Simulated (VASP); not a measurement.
Here is the system:

```
Li2Se
1.0
    0.00000     2.98055     2.98055
    2.98055     0.00000     2.98055
    2.98055     2.98055     0.00000
Li Se
2 1
Direct
  0.25000   0.25000   0.25000
  0.75000   0.75000   0.75000
  0.00000   0.00000   0.00000
```

Computed with r2SCAN+rVV10, VASP's PBE PAW potentials (set 64) (plane waves; VASP 6.6.1). Run with 520 eV cut-off, 7×7×7 Γ-centred mesh, tetrahedra with Blöchl corrections, potentials Li_sv Se.

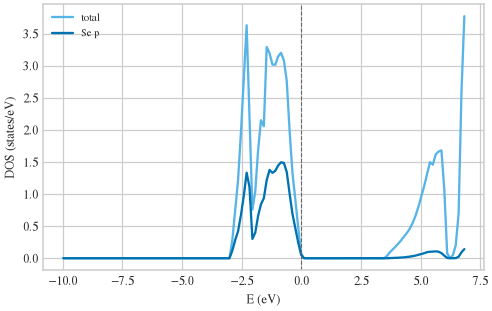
Fig. 1. Total and projected density of states, zero at the valence-band maximum

Within 2 eV below the valence-band maximum the largest weight inside VASP's projection spheres is Se p.

The gap is indirect, 3.38 eV, from the valence maximum at Γ to the conduction minimum at X.

The compound is Li2Se in the antifluorite structure. It was relaxed first.
